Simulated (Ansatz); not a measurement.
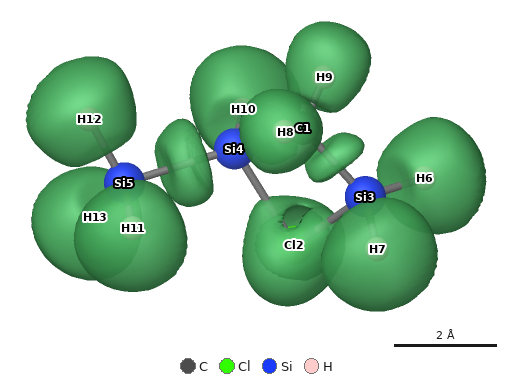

Figure 1: CH8ClSi3 (charge +1). Isosurface of the electron localisation function at 0.8 (green), seen across its widest extent. Only the valence region is drawn (cores and ρ < 0.01 e/Å³ removed).

Geometry: B3LYP/6-31G*.

Method: Ansatz, isolated molecule in a Gaussian basis; Kohn-Sham density functional theory, functional PBE0.

The calculation's input:

```
crystal:
  periodic: [false, false, false]
  atoms:
    - {symbol: C, position_ang: [-0.283747, 0.692408, -0.680741]}
    - {symbol: Cl, position_ang: [1.930611, 0.012210, -2.542676]}
    - {symbol: Si, position_ang: [-0.307588, 0.092272, -2.459833]}
    - {symbol: Si, position_ang: [1.576031, 0.570508, -0.318908]}
    - {symbol: Si, position_ang: [2.900399, 2.469514, 0.165714]}
    - {symbol: H, position_ang: [-0.720007, -1.300070, -2.699206]}
    - {symbol: H, position_ang: [-0.670596, 1.057304, -3.510232]}
    - {symbol: H, position_ang: [-0.658757, 1.718228, -0.597341]}
    - {symbol: H, position_ang: [-0.871032, 0.051928, -0.013401]}
    - {symbol: H, position_ang: [1.925278, -0.721603, 0.310533]}
    - {symbol: H, position_ang: [2.432016, 3.550752, -0.730637]}
    - {symbol: H, position_ang: [2.631569, 2.763540, 1.592580]}
    - {symbol: H, position_ang: [4.304889, 2.079372, -0.086953]}
basis:
  gaussian:
    orbitals: def2-SVPD
total_charge: 1
hamiltonian:
  xc: pbe0
output:
  forces: true
  orbitals: {seedname: orbitals}
```

Launched as:

```sh
ansatz run input.yaml --threads 2 --pin off --max-ram 4350MiB --events-out events.jsonl --progress --plain --runs-dir runs
```

> Describe the localisation domains.

The ELF exceeds this value in two regions between bonded C–Si atoms (shared pairs), one region between bonded Si–Si atoms (shared pairs), eight regions around hydrogen nuclei and one region on Cl in which the atom's valence shell and bonds are merged.

Values along the shortest contacts:
C–Si (1.88 Å): the ELF peaks at about 0.95 between the atoms (a covalent bond). Si–Cl (2.24 Å): the ELF peaks at about 0.90 between the atoms, as expected for a shared but strongly polarised pair.
